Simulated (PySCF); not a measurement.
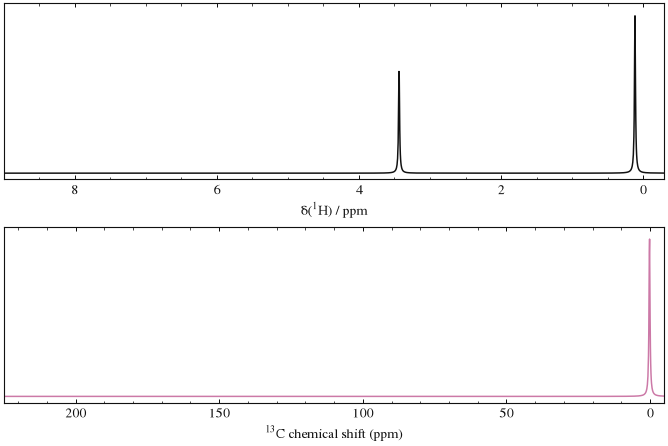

GIAO shifts, PBE0/pcSseg-1 with PySCF 2.14.0, at a PBE0-D3(BJ)/def2-SVP geometry (no frequency check), against TMS for ¹H and TMS for ¹³C computed at the same level. Gas phase, fully decoupled, line heights follow the number of nuclei, widths are arbitrary (no quadrupolar broadening); values of one conformer, averaged over methyl-type rotors and exact or near symmetry. Protons on N, O or S are those of the isolated molecule, without hydrogen bonds to neighbours or exchange.

Which structure fits the spectrum?
A. C₃H₄N₂, SMILES C/N=C\C#N
B. CH₅BO₂, SMILES CB(O)O
C. C₃H₂ClF, SMILES FC1=C[C@H]1Cl
D. C₄H₅B, SMILES BC#CC=C

Option B. Its ¹H signals: 3.44 (2 H), 0.11 (3 H) ppm. Its ¹³C signals: 0.2 (1 C) ppm.
